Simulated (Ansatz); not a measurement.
# Calculations on CH₇BO

Part 1: Relaxation

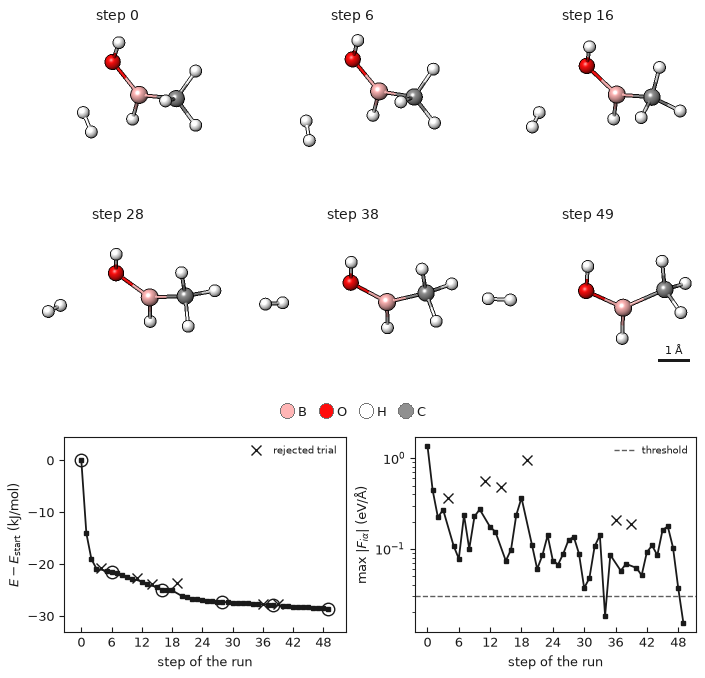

Frames of a relaxation of CH$_{7}$BO, marked on the history of the run. The picture is a ball-and-stick view, seen at a tilt.

The run prepares an end point of a later path (reaction) calculation, from a guessed geometry.

These are results of Ansatz 0.2.0, RKS B3LYP-D4/def2-SVP, not measurements. Set-up: no spin polarisation; force threshold 0.03 eV/Å; at most 50 steps.

### What happens along the run?

An H atom moves most after the best rigid fit: 2.63 Å. By element the largest moves are H 2.63 Å, O 1.12 Å, B 0.71 Å, C 0.69 Å. Among the contacts that change: H–H 0.717 → 0.762 Å, B–O 1.382 → 1.356 Å, C–H 1.100 → 1.105 Å, B–C 1.577 → 1.573 Å. Bond angles that change, for instance: B–C–H 110.5° → 115.1°, B–C–H 113.1° → 109.9°, H–C–H 107.7° → 105.4°. Groups turn about B–C by about 55°. Over 43 accepted moves (49 points after the start) the energy falls by 28.5 kJ/mol. Largest force component: 1.4 eV/Å at the start, 0.015 eV/Å at the end. The line search rejected the trial steps at points 4, 11, 14, 19, 36, 39 of the run. The forces were under the threshold at step 34, but the run went on from there. From step 0 to 6: an H atom moves most (0.75 Å), energy −21.5 kJ/mol. From step 6 to 16: H atoms move most (0.61 Å), energy −3.33 kJ/mol. From step 16 to 28: an H atom moves most (0.75 Å), energy −2.35 kJ/mol. From step 28 to 38: an H atom moves most (0.63 Å), energy −0.64 kJ/mol. From step 38 to 49: an H atom moves most (0.61 Å), energy −0.69 kJ/mol.

```csv
step,"E − E(0), kJ/mol","largest force component, eV/Å",note
0,0.00,1.3770,
1,-14.04,0.4421,
2,-19.01,0.2234,
3,-20.84,0.2704,
4,-20.71,0.3624,rejected
5,-21.26,0.1086,
6,-21.54,0.0779,
7,-21.66,0.2353,
8,-22.01,0.1000,
9,-22.38,0.2280,
10,-22.75,0.2727,
12,-23.32,0.1742,
14,-23.82,0.4876,rejected
16,-24.87,0.0983,
18,-25.03,0.3658,
20,-26.14,0.1111,
22,-26.62,0.0849,
24,-26.88,0.0745,
26,-27.14,0.0887,
28,-27.22,0.1361,
31,-27.46,0.0477,
33,-27.53,0.1411,
35,-27.68,0.0857,
37,-27.78,0.0575,
39,-27.74,0.1903,rejected
41,-28.04,0.0512,
43,-28.18,0.1090,
45,-28.29,0.1614,
47,-28.46,0.1036,
49,-28.55,0.0151,
```

Limits of the set-up: the start holds two separate molecules, 2.2 Å apart at their closest, whose relative position is a soft coordinate.

Part 2: Relaxation

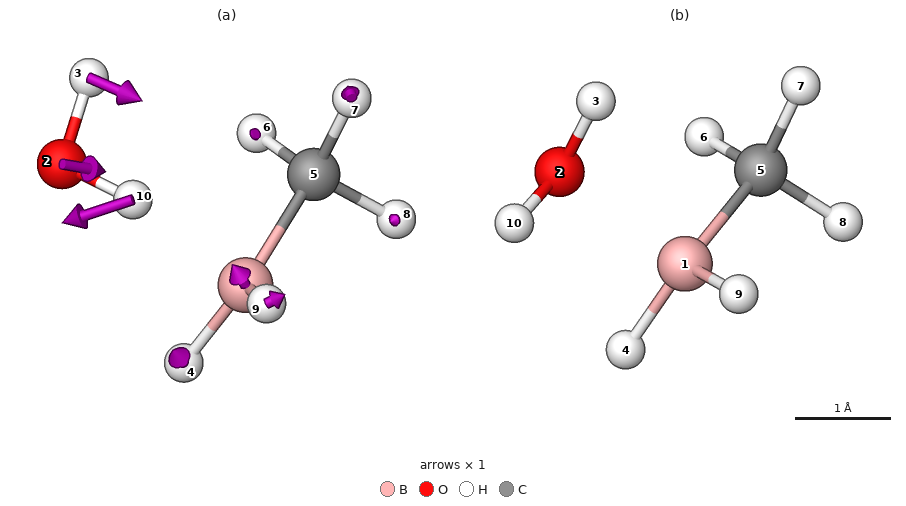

The structure of CH₇BO before (left) and after (right) a relaxation, at one scale. The purple arrows give the displacements, at their true length.

Style: ball-and-stick. Shown from a free direction.

The run prepares an end point of a later path (reaction) calculation, from a guessed geometry.

The calculation used Ansatz 0.2.0, RKS B3LYP-D4/def2-SVP.

Input
```yaml
crystal:
  periodic: [false, false, false]
  atoms:
    - { symbol: B, position_ang: [0.07023, 0.406148, -0.404426] }
    - { symbol: O, position_ang: [-0.055248, 0.016386, 2.163013] }
    - { symbol: H, position_ang: [-1.010719, -0.102583, 2.257374] }
    - { symbol: H, position_ang: [1.000056, -0.311359, -0.660121] }
    - { symbol: C, position_ang: [-1.383124, 0.030817, -0.844737] }
    - { symbol: H, position_ang: [-1.618327, -1.037336, -0.72505] }
    - { symbol: H, position_ang: [-2.183392, 0.640761, -0.401117] }
    - { symbol: H, position_ang: [-1.413605, 0.215549, -1.937605] }
    - { symbol: H, position_ang: [0.307097, 1.492635, 0.046379] }
    - { symbol: H, position_ang: [0.024133, 0.929782, 1.801191] }
basis:
  gaussian: { orbitals: def2-SVP }
hamiltonian:
  xc: b3lyp
  dispersion: d4
relax:
  f_tol: 0.03
  max_steps: 50
output:
  orbitals: {}
```

Run as
```bash
ansatz run input.yaml --threads 1 --pin off --max-ram 2048MiB --backend cpu --events-out ev --progress --plain --runs-dir out
```

Describe what moved and what it gained.

Answer. After 18 accepted moves (22 points after the start) the energy has fallen by 38.4 kJ/mol. The largest force component goes from 0.69 to 0.02 eV/Å. The line search rejected the trial steps at points 1, 12, 16, 19 of the run. The forces were under the threshold at step 18, but the run went on from there. The largest move after the best rigid fit is that of H10, 0.83 Å. Largest moves by element: H 0.83 Å, O 0.61 Å, B 0.33 Å, C 0.08 Å. Some distances before and after: B1–O2 2.600 → 1.745 Å, B1–C5 1.564 → 1.595 Å, B1–H4 1.202 → 1.219 Å, O2–H10 0.986 → 0.970 Å. Bond angles that change, for instance: C5–B1–H9 120.4° → 116.3°, H4–B1–C5 121.0° → 116.9°, H4–B1–H9 117.9° → 114.3°.

Part 3: Path

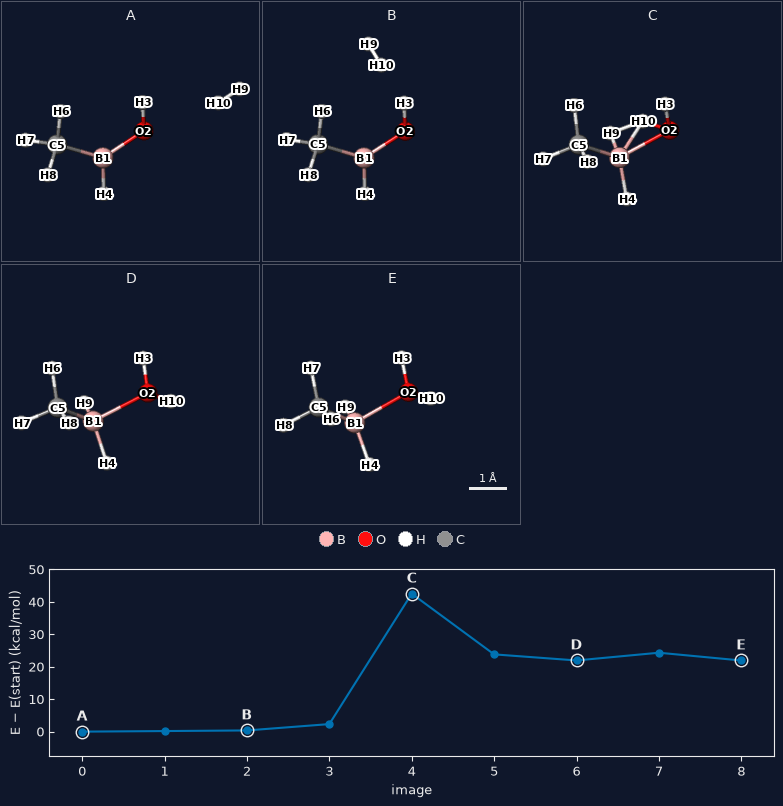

NEB run on CH7BO, made up at the start of CH$_{5}$BO and H2. Images are numbered from 0 (start) to 8 (end). Frames A to E are images 0, 2, 4, 6, 8. A ball-and-stick model, seen at a tilt.

All numbers below come from RKS B3LYP-D4/def2-SVP (Ansatz). Run with 7 movable images; climbing image; force threshold 0.03 eV/Å; iteration limit 60; starting path through a guess of the saddle point.

> Read off the barrier and say what moves.

The highest point, image 4, lies 42.5 kcal/mol above the start and 20.6 kcal/mol above the end; the end is at +21.9 kcal/mol relative to the start. The profile has 2 maxima (images 4, 7) with a dip at image 6 (+22.0 kcal/mol), so the process runs in steps. The path has more than one stage, and so few images may leave a stage unresolved. Breaking: H9–H10 (0.76 → 1.03 at the top → 2.49 Å). Forming: B1–H9 (4.50 → 1.38 at the top → 1.22 Å), O2–H10 (2.52 → 1.26 at the top → 0.97 Å). The band converged in 26 iterations. The largest component of the band force went from 64 to 0.024 eV/Å. The climbing image converged on the top of the path. Its vibrational analysis gives one imaginary mode (1356i cm⁻¹), as a transition state must have.

Limits of the set-up: the start holds two separate molecules, 2.5 Å apart at their closest, whose relative position is a soft coordinate.
